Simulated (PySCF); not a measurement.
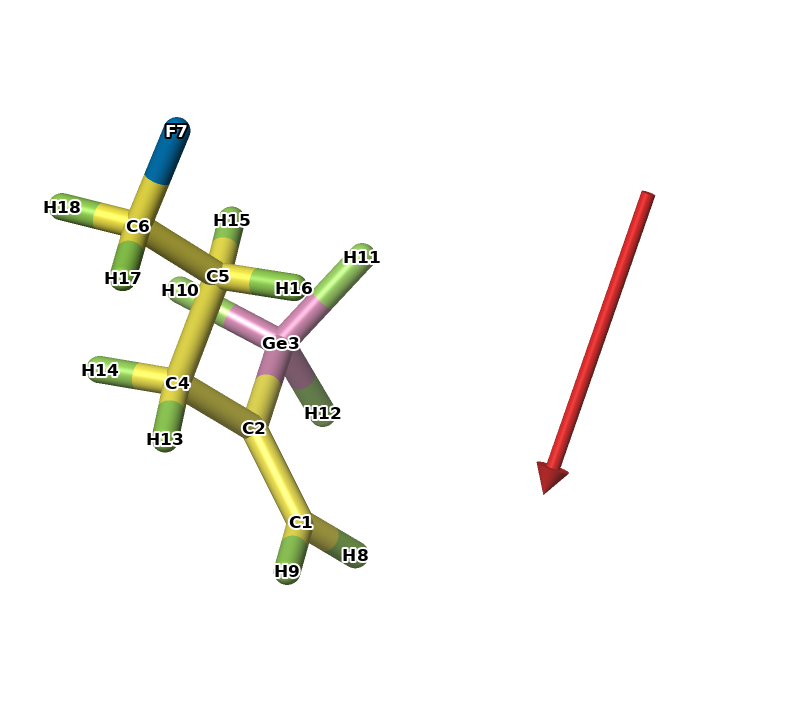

The arrow beside the molecule shows the direction of the dipole moment, from the negative to the positive end (its length means nothing). Computed geometry: GFN2-xTB optimisation. No frequency run is at hand to confirm it as a minimum. Method: PBE0/def2-SVPD, gas phase (PySCF 2.14.0).

> How large is the dipole moment?

1.93 D; it points from the side of F7 to the side of H9 (the outermost atoms at the two ends).

The geometry is semi-empirical. Around Ge such bond lengths and angles can be off by a tenth of an ångström or more and by several degrees, and values that hang on the shape move with them.
